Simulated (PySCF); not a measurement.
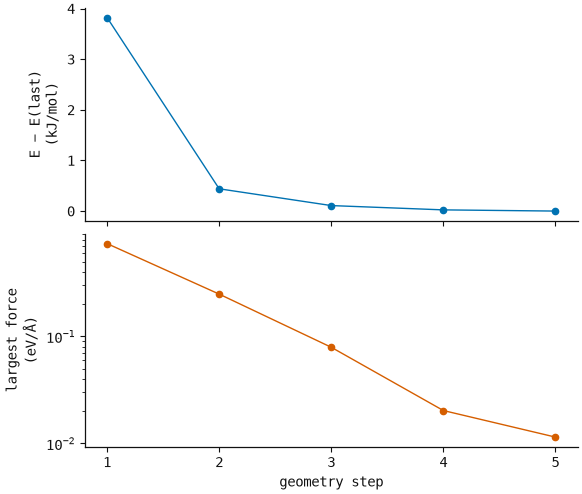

History of a geometry optimisation. MeOCH2CF3 (SMILES COCC(F)(F)F); PySCF, PBE0-D3(BJ)/def2-SVP, geometry optimisation.

The optimisation met its thresholds at geometry 5, counting the start as the first. The energy fell by about 3.8 kJ/mol from the first step to the last. The largest force goes from about 0.74 eV/Å at the start to 0.011 eV/Å at the end.
